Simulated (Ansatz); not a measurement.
Partial pair distribution functions of a relaxed model of amorphous Si$_{10}$B$_{20}$O$_{50}$, broadened by 0.06 Å; density 1.76 g/cm³. Computed with PBE, scalar-relativistic without spin-orbit coupling (plane waves to 420 eV, PAW; Ansatz, a first-principles code).

The cell was made by melting and quenching with the CHGNet potential and then relaxed with DFT. O atoms were pushed apart under 1.9 Å during the dynamics, to hinder bonds among them. The hot cell started wider than the set density and was brought back towards it in steps. It is the lowest in DFT energy of 2 quenches. It is a model cell: composition and starting density were chosen by hand, and all elements were melted together. No dispersion term was used. Its density started from a set value of 2.05 and ended at 1.76 g/cm³. The quench (nominally 240 K/ps over its main leg) was far faster than any real one, so the model tends to hold more defects than a real film. One small periodic cell is one sample of the glass; other quenches scatter about these values. Volume and shape were free in the relaxation.

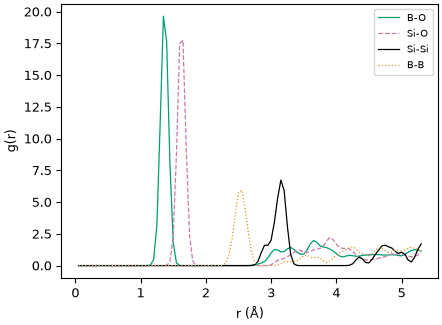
Figure. Partial pair distribution functions

Highest peaks under 4.5 Å: B-O near 1.35 Å, Si-O near 1.65 Å, Si-Si near 3.15 Å, B-B near 2.55 Å; pairs of few atoms are noisy.

Within 1.62 Å each B has 3.00 O neighbours on average.
